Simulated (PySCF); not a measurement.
## C₆H₅B₂F: NMR shielding calculation

C₆H₅B₂F, computed with GIAO PBE0/pcSseg-1 NMR shielding, non-relativistic, gas phase (PySCF 2.14.0).

The geometry comes from this level: GFN2-xTB. It belongs to a series of runs on one base structure; here: constitutional isomer. Figures and captions count atoms from 1; the log counts them from 0 in places.

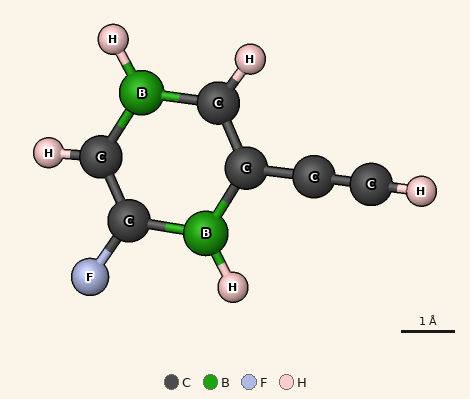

*The structure as given in the input (ball-and-stick view, seen at a tilt).*

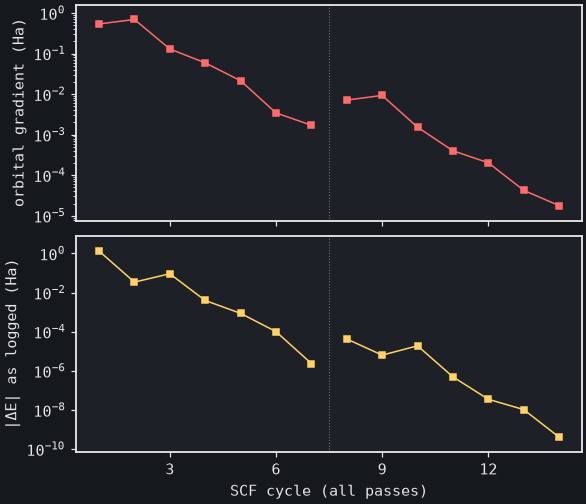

*Convergence of the self-consistent field: orbital gradient and size of the energy change against the SCF cycle. The dotted line marks the change from a coarse to the final integration grid.*

The first 7 cycles use a coarse grid, the final grid takes over at cycle 8, and the field converges after 14 cycles in all.

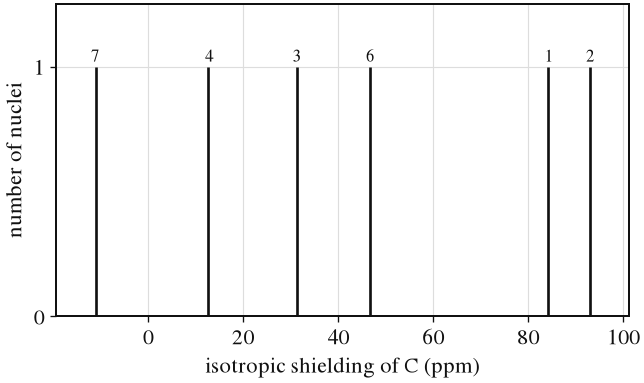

*Isotropic shieldings of the carbon nuclei in this fixed geometry, labelled by atom number; shielding grows to the right, so chemical shift grows to the left.*

The least shielded is C7 (−11.0 ppm), the most shielded C2 (92.9 ppm).

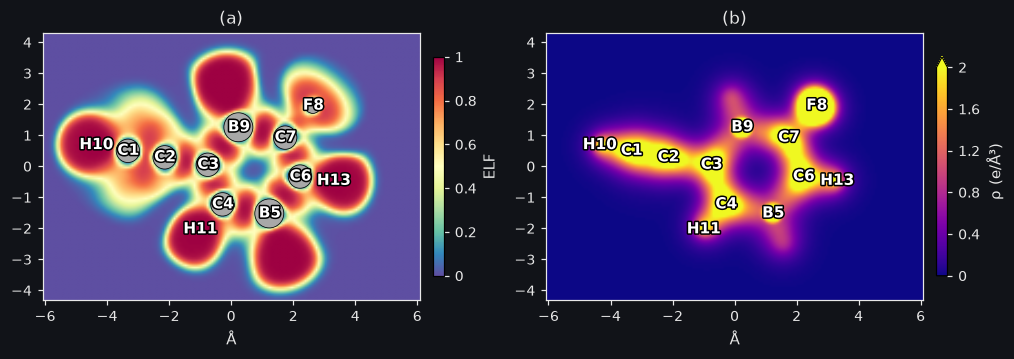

*(a) electron localisation function; (b) electron density on the plane of atoms C2, C3 and C4. Grey discs, where drawn, cover atomic cores.*

The section cuts through C, B, F and H sites. C–C (1.20 Å): ρ at the midpoint is about 2.7 e/Å³; the ELF peaks at about 0.85 between the atoms; a multiple bond by its length, whose ELF region spreads away from the axis. C–H (1.05 Å): ρ at the midpoint is about 2.2 e/Å³; the ELF climbs to about 1 towards the hydrogen, as it does in any bond to H (a covalent bond by its length). C–C (1.34 Å): ρ at the midpoint is about 2.3 e/Å³; the ELF peaks at about 0.95 between the atoms (a multiple bond by its length, whose ELF region spreads away from the axis).

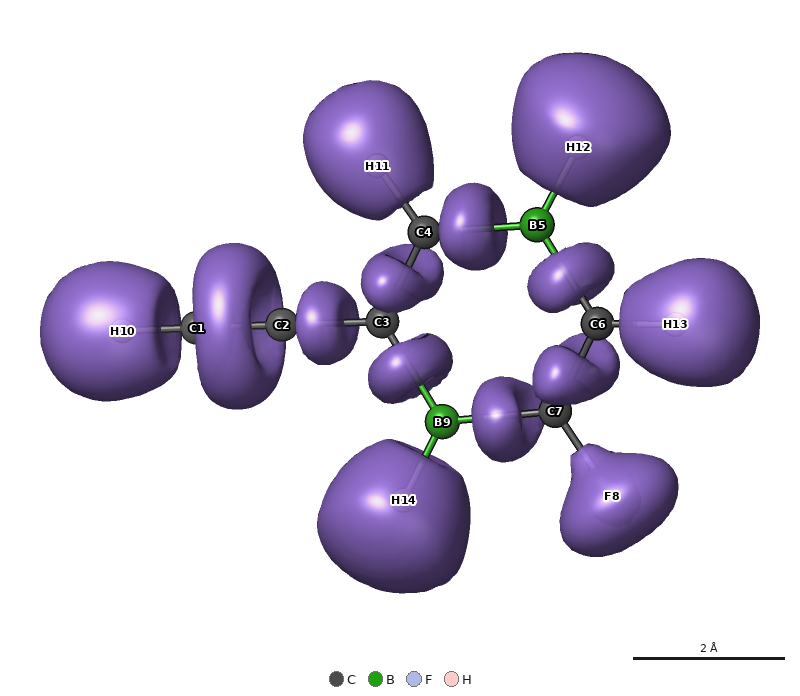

*Isosurface of the electron localisation function at 0.75 (purple), seen at an oblique angle. Core shells and regions of very low density are left out.*

Along the contacts the grid gives the following. C–C (1.20 Å): the ELF peaks at about 0.85 between the atoms (a multiple bond by its length, whose ELF region spreads away from the axis).

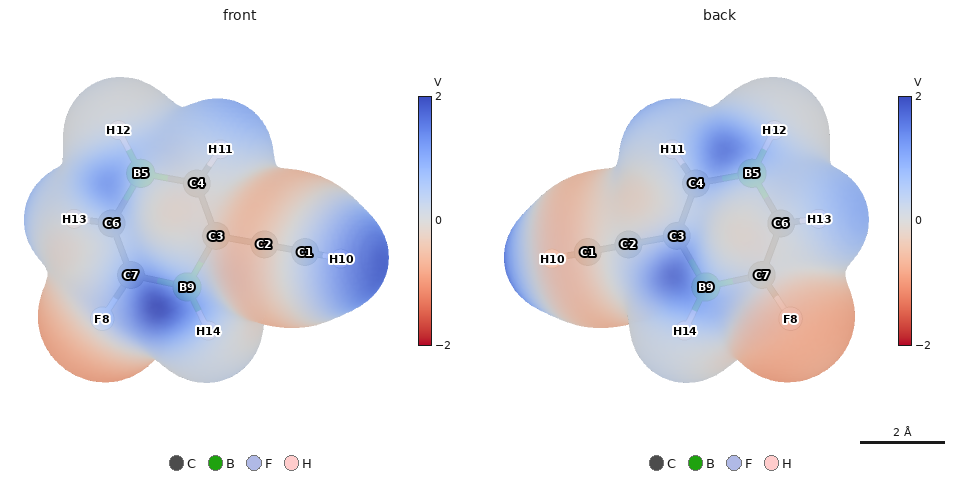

*The electrostatic potential painted on the density surface at 0.002 e/bohr³, seen at a tilt and from behind; the colour scale runs from red (negative) to blue (positive).*

Its dipole moment is 1.49 D.

These pictures come from the run below.

## Input
```
{"job": {"kind": "nmr", "xc": "PBE0", "basis": "pcSseg-1"}, "charge": 0, "multiplicity": 1}
C      3.403678    -0.431418    -0.173046
C      2.215303    -0.246222    -0.133504
C      0.819804    -0.038965    -0.068179
C      0.324459     1.218691     0.092914
B     -1.184370     1.457906     0.324040
C     -2.155573     0.265810     0.125618
C     -1.653372    -0.970920    -0.029690
F     -2.526191    -2.016204    -0.100874
B     -0.144117    -1.252546    -0.258243
H      4.439647    -0.594066    -0.217296
H      1.037720     2.036116     0.145470
H     -1.572876     2.478180     0.746525
H     -3.232178     0.378025     0.183517
H      0.227388    -2.284862    -0.659417
```

The first line tells a small driver script what to run in PySCF; the rest is the geometry in Å.

Run as:
```bash
OMP_NUM_THREADS=1 python <driver script> task.json out
```

## Output
```
coarse grid: 12880 points
cycle   1  E = -380.4602762462  dE =  1.331e+00  |g| = 5.347e-01  |ddm| = 3.740e+00
cycle   2  E = -380.4261286068  dE =  3.415e-02  |g| = 6.906e-01  |ddm| = 1.085e+00
cycle   3  E = -380.5174970593  dE = -9.137e-02  |g| = 1.295e-01  |ddm| = 5.742e-01
cycle   4  E = -380.5214290506  dE = -3.932e-03  |g| = 5.886e-02  |ddm| = 1.855e-01
cycle   5  E = -380.5222929759  dE = -8.639e-04  |g| = 2.135e-02  |ddm| = 6.987e-02
cycle   6  E = -380.5223934554  dE = -1.005e-04  |g| = 3.435e-03  |ddm| = 2.706e-02
cycle   7  E = -380.5223958048  dE = -2.349e-06  |g| = 1.709e-03  |ddm| = 3.964e-03
final grid: 128128 points
cycle   8  E = -380.5797578447  dE = -4.240e-05  |g| = 7.117e-03  |ddm| = 6.388e-02
cycle   9  E = -380.5797515501  dE =  6.295e-06  |g| = 9.253e-03  |ddm| = 1.591e-02
cycle  10  E = -380.5797704296  dE = -1.888e-05  |g| = 1.523e-03  |ddm| = 9.818e-03
cycle  11  E = -380.5797709167  dE = -4.871e-07  |g| = 4.003e-04  |ddm| = 1.673e-03
cycle  12  E = -380.5797709515  dE = -3.480e-08  |g| = 2.025e-04  |ddm| = 5.607e-04
cycle  13  E = -380.5797709618  dE = -1.032e-08  |g| = 4.238e-05  |ddm| = 1.976e-04
cycle  14  E = -380.5797709622  dE = -4.021e-10  |g| = 1.781e-05  |ddm| = 5.002e-05
converged SCF energy = -380.5797709622

GIAO shielding tensors (ppm)
atom      isotropic    diamagn.    paramagn.     s11        s22        s33       span
  0 C       84.227     258.685    -174.458     39.568     48.415    164.699    125.131
  1 C       92.914     247.707    -154.793    -13.770      1.006    291.506    305.276
  2 C       31.339     262.945    -231.606    -86.891     20.731    160.176    247.067
  3 C       12.700     252.551    -239.850   -118.776     -6.260    163.137    281.913
  4 B       37.430     191.213    -153.783    -11.310      1.633    121.967    133.277
  5 C       46.635     257.526    -210.891    -59.323     39.921    159.306    218.628
  6 C      -11.045     256.049    -267.093   -122.292     22.887     66.271    188.563
  7 F      223.417     473.783    -250.365     90.416    225.471    354.365    263.949
  8 B       40.427     191.289    -150.862     -7.857     12.975    116.162    124.019
  9 H       27.942      33.909      -5.967     25.061     25.372     33.393      8.332
 10 H       23.784      31.176      -7.392     17.556     25.246     28.550     10.994
 11 H       25.212      29.117      -3.905     20.886     27.070     27.680      6.794
 12 H       24.907      28.849      -3.941     20.657     25.529     28.536      7.880
 13 H       25.511      28.564      -3.053     20.892     26.957     28.684      7.792
```

## Key numbers

- outcome: converged
- total energy: −380.579771 hartree
- HOMO: −7.33 eV
- LUMO: −3.98 eV
- dipole moment: 1.49 D
- isotropic shielding, C: −11.0 to 92.9 ppm
- isotropic shielding, B: 37.4 to 40.4 ppm
- isotropic shielding, F: 223.4 ppm
- isotropic shielding, H: 23.8 to 27.9 ppm
- hardware: 1 CPU thread, shared host
- wall time: 34 s
- peak memory: 0.79 GiB
